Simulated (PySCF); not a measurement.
Geometry relaxation of C8H10O3S (part 2 of 2)

C8H10O3S; PBE0-D3(BJ)/def2-SVP geometry optimisation, gas phase (PySCF 2.14.0). 

Geometry of the input (Å):
```
C  3.2676  0.6694  -0.4070
O  2.8876  -0.6728  -0.4731
S  2.0488  -1.2529  0.7881
O  2.5842  -0.6111  1.9824
O  2.1247  -2.6757  0.6751
C  0.4227  -0.6694  0.4235
C  -0.3507  -1.4176  -0.4298
C  -1.6035  -0.9406  -0.7710
C  -2.0850  0.2675  -0.2366
C  -3.4439  0.7785  -0.6031
C  -1.2754  0.9893  0.6136
C  -0.0042  0.5274  0.9553
H  4.0793  0.8464  -1.0734
H  3.4905  0.9612  0.6235
H  2.4107  1.3079  -0.7523
H  0.0235  -2.3347  -0.8010
H  -2.2441  -1.5112  -1.4321
H  -3.3734  1.7787  -1.0495
H  -4.0611  0.8566  0.2821
H  -3.9637  0.1288  -1.3139
H  -1.6388  1.9307  0.9959
H  0.6392  1.0479  1.6161
```

Trajectory as extended XYZ, continued:
```
22
Properties=species:S:1:pos:R:3:forces:R:3 step=7 energy=-25399.81183
C     3.5852    0.7691   -0.5124   -0.0095   0.0068  -0.0230
O     3.2646   -0.6102   -0.4420    0.0114   0.0039   0.0112
S     2.4280   -1.1235    0.8523    0.0282   0.0328   0.0111
O     2.8673   -0.3655    2.0122   -0.0150  -0.0087  -0.0053
O     2.5258   -2.5623    0.7843   -0.0152  -0.0257   0.0028
C     0.7826   -0.6247    0.4420    0.0140   0.0006  -0.0277
C     0.0600   -1.3785   -0.4808   -0.0013  -0.0129   0.0134
C    -1.2200   -0.9637   -0.8309   -0.0283   0.0090  -0.0087
C    -1.7896    0.1888   -0.2724    0.0158  -0.0086   0.0023
C    -3.1713    0.6352   -0.6484    0.0059  -0.0134  -0.0048
C    -1.0396    0.9191    0.6592    0.0195   0.0101   0.0177
C     0.2430    0.5219    1.0217   -0.0142   0.0045   0.0073
H     4.2678    0.8770   -1.3649   -0.0084   0.0049   0.0118
H     4.0803    1.1044    0.4100    0.0062  -0.0011   0.0034
H     2.6826    1.3781   -0.6913   -0.0006  -0.0014  -0.0017
H     0.4994   -2.2841   -0.9043   -0.0027   0.0091  -0.0004
H    -1.7956   -1.5506   -1.5512    0.0017  -0.0004  -0.0019
H    -3.1597    1.6616   -1.0473   -0.0007  -0.0017   0.0003
H    -3.8374    0.6373    0.2288    0.0021  -0.0025  -0.0011
H    -3.6158   -0.0202   -1.4095   -0.0029  -0.0029  -0.0006
H    -1.4708    1.8152    1.1136   -0.0023  -0.0009  -0.0011
H     0.8266    1.0772    1.7587   -0.0038  -0.0017  -0.0050
22
Properties=species:S:1:pos:R:3:forces:R:3 step=8 energy=-25399.81186
C     3.5759    0.7819   -0.5218   -0.0303   0.0092   0.0156
O     3.2734   -0.6006   -0.4318    0.0200  -0.0159   0.0254
S     2.4351   -1.1044    0.8653   -0.0375   0.0125   0.0033
O     2.8639   -0.3339    2.0205    0.0142  -0.0043  -0.0118
O     2.5337   -2.5442    0.8138    0.0202   0.0019  -0.0098
C     0.7896   -0.6157    0.4434   -0.0149   0.0164  -0.0170
C     0.0772   -1.3703   -0.4867   -0.0078   0.0091   0.0140
C    -1.2054   -0.9642   -0.8383    0.0199   0.0034   0.0153
C    -1.7868    0.1781   -0.2715   -0.0268  -0.0134  -0.0268
C    -3.1728    0.6065   -0.6512   -0.0027   0.0139   0.0041
C    -1.0485    0.9112    0.6675    0.0133  -0.0351  -0.0185
C     0.2365    0.5217    1.0290    0.0047   0.0098   0.0146
H     4.2504    0.8876   -1.3798    0.0122   0.0055  -0.0138
H     4.0741    1.1347    0.3930   -0.0065  -0.0013  -0.0069
H     2.6639    1.3771   -0.7024    0.0133  -0.0078   0.0062
H     0.5260   -2.2682   -0.9153    0.0051  -0.0078  -0.0066
H    -1.7734   -1.5501   -1.5653    0.0002  -0.0010  -0.0002
H    -3.1747    1.6353   -1.0442   -0.0034  -0.0001  -0.0003
H    -3.8422    0.5942    0.2233   -0.0045  -0.0002   0.0033
H    -3.6053   -0.0511   -1.4174    0.0029  -0.0001   0.0024
H    -1.4902    1.7995    1.1268    0.0006  -0.0024  -0.0011
H     0.8133    1.0768    1.7707    0.0078   0.0079   0.0086
22
Properties=species:S:1:pos:R:3:forces:R:3 step=9 energy=-25399.81205
C     3.5696    0.7942   -0.5226   -0.0166   0.0022   0.0166
O     3.2844   -0.5913   -0.4214    0.0152  -0.0097   0.0153
S     2.4406   -1.0912    0.8733   -0.0362  -0.0217  -0.0159
O     2.8608   -0.3132    2.0264    0.0148   0.0043   0.0056
O     2.5449   -2.5312    0.8300    0.0164   0.0218  -0.0091
C     0.7951   -0.6103    0.4415   -0.0100   0.0126   0.0004
C     0.0894   -1.3679   -0.4913   -0.0040   0.0220   0.0187
C    -1.1955   -0.9696   -0.8437   -0.0069  -0.0138  -0.0127
C    -1.7874    0.1664   -0.2758    0.0105   0.0018   0.0045
C    -3.1764    0.5888   -0.6516   -0.0013  -0.0035  -0.0059
C    -1.0540    0.9015    0.6655   -0.0059  -0.0013  -0.0039
C     0.2330    0.5218    1.0290    0.0072  -0.0054  -0.0025
H     4.2446    0.9019   -1.3800    0.0093   0.0017  -0.0124
H     4.0615    1.1605    0.3901   -0.0069   0.0010  -0.0050
H     2.6506    1.3759   -0.7098    0.0068  -0.0014   0.0045
H     0.5447   -2.2618   -0.9217    0.0031  -0.0064  -0.0046
H    -1.7578   -1.5579   -1.5731   -0.0012  -0.0054  -0.0031
H    -3.1852    1.6189   -1.0409    0.0014  -0.0026  -0.0010
H    -3.8442    0.5697    0.2241   -0.0004  -0.0024   0.0021
H    -3.6068   -0.0687   -1.4192    0.0015  -0.0009  -0.0007
H    -1.5030    1.7855    1.1260    0.0008   0.0020   0.0029
H     0.8048    1.0797    1.7727    0.0024   0.0054   0.0061
22
Properties=species:S:1:pos:R:3:forces:R:3 step=10 energy=-25399.81212
C     3.5620    0.8129   -0.5210    0.0021  -0.0047   0.0037
O     3.2976   -0.5759   -0.4081   -0.0003   0.0071   0.0035
S     2.4468   -1.0736    0.8825   -0.0120  -0.0347  -0.0133
O     2.8577   -0.2901    2.0351    0.0055   0.0106   0.0119
O     2.5590   -2.5131    0.8446    0.0031   0.0227  -0.0052
C     0.8009   -0.6013    0.4416    0.0005   0.0034   0.0131
C     0.1050   -1.3635   -0.4944   -0.0055   0.0044  -0.0010
C    -1.1829   -0.9777   -0.8499   -0.0072  -0.0057  -0.0086
C    -1.7873    0.1511   -0.2808    0.0166   0.0079   0.0143
C    -3.1799    0.5612   -0.6568   -0.0029  -0.0077  -0.0059
C    -1.0629    0.8912    0.6639   -0.0109   0.0058  -0.0006
C     0.2266    0.5237    1.0308    0.0088  -0.0037  -0.0104
H     4.2381    0.9231   -1.3778    0.0014   0.0009  -0.0023
H     4.0457    1.1948    0.3895   -0.0032   0.0020   0.0016
H     2.6352    1.3790   -0.7159   -0.0011   0.0025   0.0013
H     0.5700   -2.2521   -0.9256    0.0015  -0.0026  -0.0005
H    -1.7374   -1.5704   -1.5820    0.0000  -0.0030  -0.0010
H    -3.1985    1.5922   -1.0434    0.0029  -0.0028  -0.0014
H    -3.8480    0.5335    0.2186    0.0018  -0.0027  -0.0010
H    -3.6033   -0.0986   -1.4260    0.0001  -0.0013  -0.0027
H    -1.5219    1.7698    1.1251    0.0013   0.0004   0.0022
H     0.7912    1.0856    1.7773   -0.0024   0.0013   0.0021
22
Properties=species:S:1:pos:R:3:forces:R:3 step=11 energy=-25399.81227
C     3.5540    0.8333   -0.5132    0.0129  -0.0054  -0.0032
O     3.3064   -0.5583   -0.3971   -0.0088   0.0154  -0.0090
S     2.4516   -1.0610    0.8886    0.0116  -0.0174  -0.0055
O     2.8539   -0.2760    2.0433   -0.0062   0.0029   0.0099
O     2.5727   -2.4997    0.8493   -0.0063   0.0101   0.0004
C     0.8051   -0.5966    0.4417    0.0057  -0.0073   0.0170
C     0.1157   -1.3640   -0.4948   -0.0033  -0.0067  -0.0092
C    -1.1741   -0.9873   -0.8532    0.0020  -0.0026  -0.0032
C    -1.7861    0.1381   -0.2860    0.0071   0.0070   0.0104
C    -3.1808    0.5382   -0.6651   -0.0014  -0.0042  -0.0008
C    -1.0683    0.8838    0.6594   -0.0099   0.0080   0.0009
C     0.2228    0.5250    1.0295    0.0042  -0.0003  -0.0125
H     4.2326    0.9494   -1.3675   -0.0034   0.0004   0.0052
H     4.0287    1.2240    0.3983    0.0002   0.0024   0.0039
H     2.6213    1.3873   -0.7137   -0.0047   0.0038  -0.0010
H     0.5873   -2.2502   -0.9244    0.0007   0.0014   0.0031
H    -1.7235   -1.5847   -1.5854    0.0010  -0.0004   0.0000
H    -3.2057    1.5684   -1.0532    0.0015  -0.0014  -0.0012
H    -3.8502    0.5068    0.2092    0.0011  -0.0015  -0.0027
H    -3.5982   -0.1256   -1.4343    0.0005  -0.0013  -0.0022
H    -1.5337    1.7598    1.1192   -0.0001  -0.0003   0.0006
H     0.7823    1.0910    1.7768   -0.0043  -0.0025  -0.0009
```

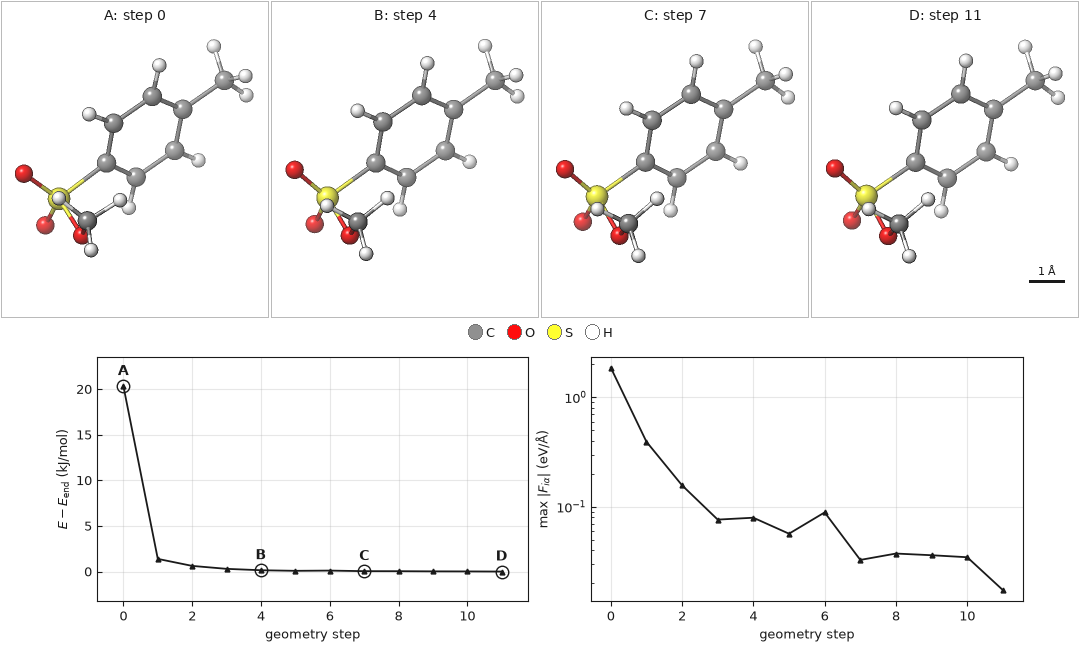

*Frames of the relaxation (ball-and-stick view, seen at a tilt) above the curves, on which the letters mark them (steps are counted from 0).*

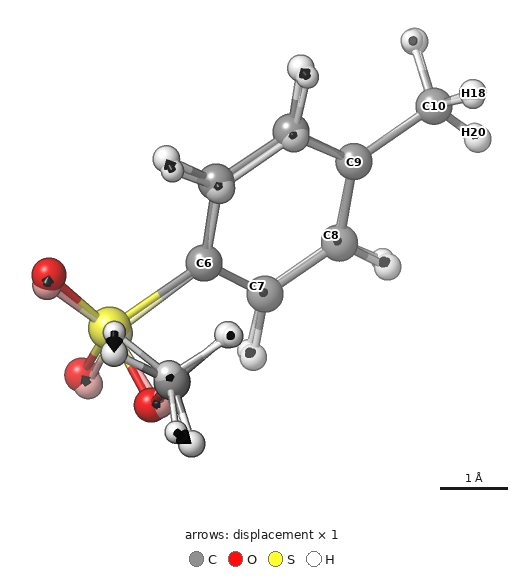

*Start (faint) and end (solid) with the displacements as black arrows, at true length (ball-and-stick view, seen at a tilt). The two geometries are laid on each other by the best rigid fit.*

After 11 geometry steps the energy has fallen by 20.3 kJ/mol. The largest force component goes from 1.9 to 0.017 eV/Å. The atom that moves furthest after the best rigid fit is H14 (0.36 Å). By element the largest moves are H 0.36 Å, O 0.17 Å, C 0.12 Å, S 0.11 Å. Distances before and after: C12–H22 1.059 → 1.092 Å, C1–H13 1.065 → 1.097 Å, C9–C11 1.378 → 1.402 Å, C1–O2 1.396 → 1.418 Å. Among the angles that change: O2–C1–H13 109.7° → 106.0°, O4–S3–O5 118.9° → 122.5°, H13–C1–H14 112.9° → 109.9°. (Atoms are counted from 1 in the order of the input.)

Results in brief:

```csv
quantity,value
outcome,converged
total energy,−933.425892 hartree
dipole moment,5.78 D
point group,C1
wall time,2.8 min (CPU time 7.1 min)
peak memory,1.2 GiB
```
